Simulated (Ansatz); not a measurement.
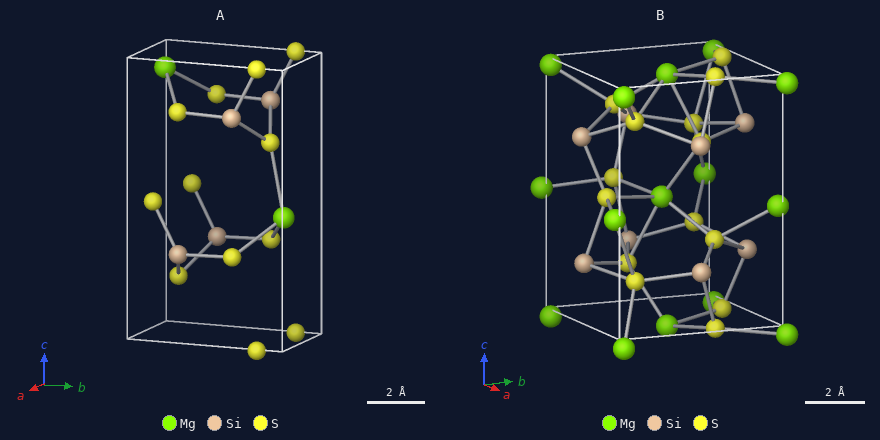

Two structures of MgSiS₃, each relaxed to rest (conventional cells in solid outline, small ones repeated, not to one scale). Method: DFT, PBEsol, plane waves, PAW (Ansatz 0.2.0), without spin polarisation.

**Give the type and space group of each.**

A: 10 atoms a cell on a primitive orthorhombic lattice, Pmc2_1. B: 20 atoms a cell on a primitive orthorhombic lattice, Pna2_1.

**Compare their energies: which is lower?**

A is lower, by 105 meV/atom at this level of theory (energies at zero smearing). Volumes: A 21.6, B 16.9 Å³/atom.

One or both may be structure types tried for this composition rather than known phases.
